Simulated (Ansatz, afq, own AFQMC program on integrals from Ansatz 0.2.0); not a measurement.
# TiSiH₃OF₂ (quartet): AFQMC on the coupled-cluster ladder as a fragment species, def2-SVP, part 2 of 2

Ansatz 0.2.0, Gaussian basis, and an in-house AFQMC program (afq) on its integrals; all values are calculated; def2-SVP, frozen cores. The steps go on from the part before.

**9. B2PLYP (unrestricted)**

The input, in.yaml:

```yaml
crystal:
  periodic: [false, false, false]
  atoms:
    - {symbol: F, position_ang: [-2.976392, -0.618553, -2.176910]}
    - {symbol: Ti, position_ang: [-1.615442, -0.354148, -1.047158]}
    - {symbol: F, position_ang: [-1.162457, -0.158664, 0.781313]}
    - {symbol: O, position_ang: [0.447747, -0.060104, -0.731827]}
    - {symbol: Si, position_ang: [1.298560, 0.803170, 0.462879]}
    - {symbol: H, position_ang: [1.640747, -0.084296, 1.602780]}
    - {symbol: H, position_ang: [0.604793, 2.050803, 0.872301]}
    - {symbol: H, position_ang: [2.545944, 1.145591, -0.294477]}
basis:
  gaussian: {orbitals: def2-SVP}
magnetization: {spin_polarized: true, initial_magnetization: 3}
hamiltonian: {xc: {name: B2PLYP}}
correlation: {electrons: outside_noble_gas}
```

Run with:

```console
ansatz run in.yaml --threads 1 --pin off --events-out ev --progress --plain --max-ram 8192MiB --backend cpu
```

The log of the run, shortened:

```text
Functional definition: B2PLYP
  name "B2PLYP"
  cite "Grimme, J. Chem. Phys. 124, 034108 (2006) doi:10.1063/1.2148954"
  cite "Becke, Phys. Rev. A 38, 3098 (1988) doi:10.1103/PhysRevA.38.3098"
  cite "Lee, Yang & Parr, Phys. Rev. B 37, 785 (1988) doi:10.1103/PhysRevB.37.785"
[...]
1049 factors; integrals over basis functions are off by at most 1.1e-3 eV
[...]
mean field -38490.10940972 eV, -1414.4854312741 hartree, gradient 3.1e-6 eV, S^2 3.759243; 6 other end points of the search recorded, 0 dependent functions left out
17 core orbitals not correlated: weight in the atoms' cores, before any rotation towards them, 0.966 or more for the frozen orbitals, at most 0.030 for the correlated occupied ones
reference -38490.10961787 eV, -1414.4854389235 hartree; 17, 14 occupied and 72, 75 virtual orbitals, 1049 factors
second order -23.20346098 eV of doubles, -0.00000000 eV of singles
Total energy: -38496.37455234 eV, -1414.7156710185 hartree
```

Wall time 35 s (1 thread of AMD EPYC 7R13 (Zen 3), shared host); peak memory 3.3 GiB.

From the report: ⟨S²⟩ of the determinant 3.759 (pure quartet: 3.75).

**10. MP2 on UHF**

Changes to in.yaml since step 9:

```diff
@@ -12,5 +12,4 @@
 basis:
-  gaussian: {orbitals: def2-SVP}
+  gaussian: {orbitals: "def2-QZVPP.json"}
 magnetization: {spin_polarized: true, initial_magnetization: 3}
-hamiltonian: {xc: {name: B2PLYP}}
-correlation: {electrons: outside_noble_gas}
+correlation: {method: mp2, electrons: outside_noble_gas}
```

Run with:

```console
ansatz run in.yaml --threads 1 --pin off --events-out ev --progress --plain --max-ram 24576MiB --backend cuda --devices 0, --max-vram 18GiB
```

The log of the run, shortened:

```text
Functional definition: HF
  name "HF"
  cite "Fock, Z. Phys. 61, 126 (1930) doi:10.1007/BF01340294"
  parent pbe
[...]
2636 factors; integrals over basis functions are off by at most 9.9e-4 eV
[...]
mean field -38453.84506426 eV, -1413.1527411594 hartree, gradient 2.6e-6 eV, S^2 3.763932; 10 other end points of the search recorded, 0 dependent functions left out
17 core orbitals not correlated: weight in the atoms' cores, before any rotation towards them, 0.933 or more for the frozen orbitals, at most 0.061 for the correlated occupied ones
reference -38453.84506426 eV, -1413.1527411594 hartree; 17, 14 occupied and 390, 393 virtual orbitals, 2636 factors
second order -26.82510815 eV of doubles, -0.00000000 eV of singles
Total energy: -38480.67017241 eV, -1414.1385457010 hartree
```

It took 33 s on 1 × NVIDIA H100 80GB HBM3 with 1 thread of AMD EPYC 7R13 (Zen 3), shared host; peak host memory 3.3 GiB.

From the report: ⟨S²⟩ of the determinant 3.764 (pure quartet: 3.75).

**11. Phaseless AFQMC, CISD trial on UHF**

It reads the integrals that the CCSD(T) run on this determinant wrote.

Run with:

```console
afq ham --method phaseless --trial cisd --walkers 1400 --populations 20 --least-time 60 --time-step 0.005 --steps-per-block 50 --equilibration-blocks 40 --max-blocks 4000 --target-error 0.00034 --factor-cut 1e-05 --start spin_pure --seed 78 --release-times 0.24,0.48,0.8,1.2 --release-step 0.04 --release-every 5 --taylor-order 6
```

The log of the run:

```text
orbitals 89  electrons 17 14  factors 752 of 1049
reference energy -1412.54597152 Eh
CCSD correlation -0.72331073 Eh in 36 cycles, weight of the determinant in the CISD state 0.7819
energy of the start -1413.268942 Eh
 block  time / (1/Eh)  mean weight  energy / Eh
     1     0.250  0.9995  -1413.246834
     2     0.500  1.0005  -1413.264376
     3     0.750  1.0002  -1413.271251
     4     1.000  1.0006  -1413.277246
     5     1.250  1.0002  -1413.278629
     6     1.500  1.0008  -1413.278828
     7     1.750  0.9998  -1413.277859
     8     2.000  0.9995  -1413.284990
     9     2.250  1.0001  -1413.281553
    10     2.500  0.9994  -1413.284845
    15     3.750  0.9991  -1413.287811
    22     5.500  0.9991  -1413.282410
    29     7.250  0.9991  -1413.288549
    36     9.000  0.9997  -1413.287822
    43    10.750  1.0008  -1413.291011
    50    12.500  0.9989  -1413.283266
    57    14.250  0.9987  -1413.288044
    64    16.000  0.9992  -1413.285386
    71    17.750  1.0011  -1413.288282
    78    19.500  0.9990  -1413.294050
    85    21.250  0.9987  -1413.282337
    92    23.000  0.9986  -1413.285618
    99    24.750  1.0006  -1413.280585
   106    26.500  1.0014  -1413.287271
   113    28.250  1.0000  -1413.290430
   120    30.000  0.9999  -1413.287870
   127    31.750  1.0004  -1413.284191
   134    33.500  0.9987  -1413.290397
   141    35.250  1.0007  -1413.286365
   148    37.000  1.0008  -1413.288366
   155    38.750  1.0008  -1413.290971
   162    40.500  0.9981  -1413.283895
   169    42.250  0.9999  -1413.288866
   176    44.000  1.0002  -1413.295265
   183    45.750  1.0006  -1413.290845
   190    47.500  1.0007  -1413.288124
   197    49.250  0.9997  -1413.290656
   204    51.000  1.0001  -1413.285789
   211    52.750  1.0003  -1413.283907
   218    54.500  1.0010  -1413.281842
   225    56.250  1.0011  -1413.289046
   232    58.000  1.0000  -1413.287503
   239    59.750  0.9992  -1413.289135
   246    61.500  0.9997  -1413.282770
   253    63.250  1.0006  -1413.291658
   260    65.000  1.0009  -1413.288901
   267    66.750  1.0005  -1413.290408
   274    68.500  1.0003  -1413.285830
   281    70.250  1.0012  -1413.285823
   288    72.000  1.0001  -1413.286437
   295    73.750  1.0003  -1413.284747
   302    75.500  0.9991  -1413.287683
   309    77.250  0.9979  -1413.284913
error from the spread of 20 populations
released: time / (1/Eh)  energy / Eh  error  mean overlap
  0.24  -1413.288137  0.000451  1.0031
  0.48  -1413.289515  0.000672  1.0020
  0.80  -1413.290000  0.000824  0.9963
  1.20  -1413.289722  0.002194  0.9968
energy -1413.287948 +/- 0.000325 Eh
```

It took 8.5 min on 1 × NVIDIA H100 80GB HBM3 with 2 threads of AMD EPYC 7R13 (Zen 3), shared host; peak host memory 3.3 GiB.

Energy -38457.5242 ± 0.0088 eV. Caveats: constraint bias not in the error.

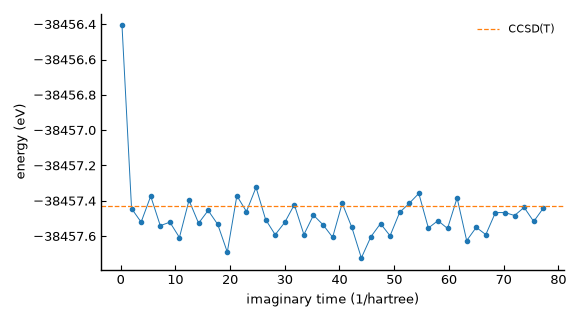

Block energies along the walk.

**12. Phaseless AFQMC, single-determinant trial on UHF**

It reads the integrals that the CCSD(T) run on this determinant wrote.

Run with:

```console
afq ham --method phaseless --trial hf --walkers 1400 --populations 20 --least-time 40 --time-step 0.005 --steps-per-block 20 --equilibration-blocks 160 --max-blocks 4000 --target-error 0.0017000000000000001 --factor-cut 1e-05 --start spin_pure --seed 9996 --taylor-order 6
```

The log of the run:

```text
orbitals 89  electrons 17 14  factors 752 of 1049
reference energy -1412.54597152 Eh
CCSD correlation -0.72331073 Eh in 36 cycles, weight of the determinant in the CISD state 0.7819
energy of the start -1412.546207 Eh
 block  time / (1/Eh)  mean weight  energy / Eh
     1     0.100  1.0055  -1412.800839
     2     0.200  1.0060  -1412.946679
     3     0.300  1.0060  -1413.047713
     4     0.400  1.0071  -1413.106381
     5     0.500  1.0047  -1413.146631
     6     0.600  1.0039  -1413.181107
     7     0.700  1.0030  -1413.199019
     8     0.800  1.0011  -1413.212591
     9     0.900  1.0002  -1413.220915
    10     1.000  1.0009  -1413.228548
    14     1.400  1.0013  -1413.259258
    27     2.700  1.0000  -1413.262753
    40     4.000  1.0001  -1413.282595
    53     5.300  1.0006  -1413.305212
    66     6.600  0.9999  -1413.288535
    79     7.900  1.0008  -1413.285871
    92     9.200  0.9987  -1413.290840
   105    10.500  0.9990  -1413.292445
   118    11.800  1.0008  -1413.308810
   131    13.100  0.9993  -1413.288115
   144    14.400  1.0007  -1413.319523
   157    15.700  0.9985  -1413.304618
   170    17.000  0.9995  -1413.285912
   183    18.300  1.0000  -1413.287915
   196    19.600  1.0002  -1413.317725
   209    20.900  1.0017  -1413.330824
   222    22.200  1.0004  -1413.303160
   235    23.500  1.0006  -1413.314237
   248    24.800  1.0011  -1413.292075
   261    26.100  0.9997  -1413.293798
   274    27.400  0.9987  -1413.298800
   287    28.700  0.9999  -1413.314434
   300    30.000  0.9996  -1413.296811
   313    31.300  0.9994  -1413.287968
   326    32.600  1.0005  -1413.310544
   339    33.900  1.0001  -1413.292931
   352    35.200  1.0008  -1413.302552
   365    36.500  1.0009  -1413.296412
   378    37.800  0.9999  -1413.306546
   391    39.100  1.0009  -1413.338083
   404    40.400  0.9981  -1413.300291
   417    41.700  0.9977  -1413.288230
   430    43.000  1.0005  -1413.305017
   443    44.300  0.9992  -1413.307834
   456    45.600  0.9998  -1413.279770
   469    46.900  1.0012  -1413.287775
   482    48.200  0.9984  -1413.293320
   495    49.500  1.0000  -1413.277202
   508    50.800  0.9995  -1413.298171
   521    52.100  1.0004  -1413.323439
   534    53.400  0.9979  -1413.286627
   547    54.700  0.9997  -1413.297210
error from the spread of 20 populations
energy -1413.301848 +/- 0.001669 Eh
```

Run time: 89 s. Hardware: 1 × NVIDIA H100 80GB HBM3 with 2 threads of AMD EPYC 7R13 (Zen 3), shared host; peak host memory 3.3 GiB.

Energy -38457.9025 ± 0.0454 eV. Caveats: constraint bias not in the error.

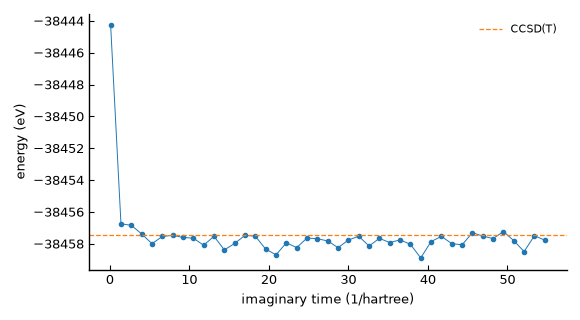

Block energies along the walk.

**13. AFQMC on the ladder**

On the UHF determinant, counted from CCSD(T) (a yardstick, not exact):

```tsv
level	energy (eV)	from CCSD(T) (kcal/mol)	statistical error (kcal/mol)	time
HF	-38437.3340	+463.38		
MP2	-38455.7887	+37.81		
CCSD	-38457.0163	+9.50		
CCSD(T)	-38457.4282	0.00		
Phaseless AFQMC, CISD trial, step 0.005, 1400 walkers	-38457.5242	-2.21	0.20	8.5 min
Phaseless AFQMC, single-determinant trial, step 0.005, 1400 walkers	-38457.9025	-10.94	1.05	89 s
```

The functionals' totals stand on their own zeros and serve differences with other points: PBE -38495.137 eV; r2SCAN -38508.118 eV; PBE0 -38496.393 eV; B3LYP -38513.739 eV; wB97M-V -38508.221 eV; B2PLYP -38496.375 eV.

**14. Outcome**

The summary covers parts 1 to 2.

```
                                                     quantity                   value
              Phaseless AFQMC, CISD trial on UHF from CCSD(T)   -2.21 ± 0.20 kcal/mol
Phaseless AFQMC, single-determinant trial on UHF from CCSD(T)  -10.94 ± 1.05 kcal/mol
```

**Reading.** On UHF the phaseless walk with the CISD trial lies -2.21 kcal/mol from CCSD(T), 11 times its error bar. A single-determinant trial moves the result by -8.72 kcal/mol. Error bars are statistical and leave out the constraint, the time step and what remains of the start.
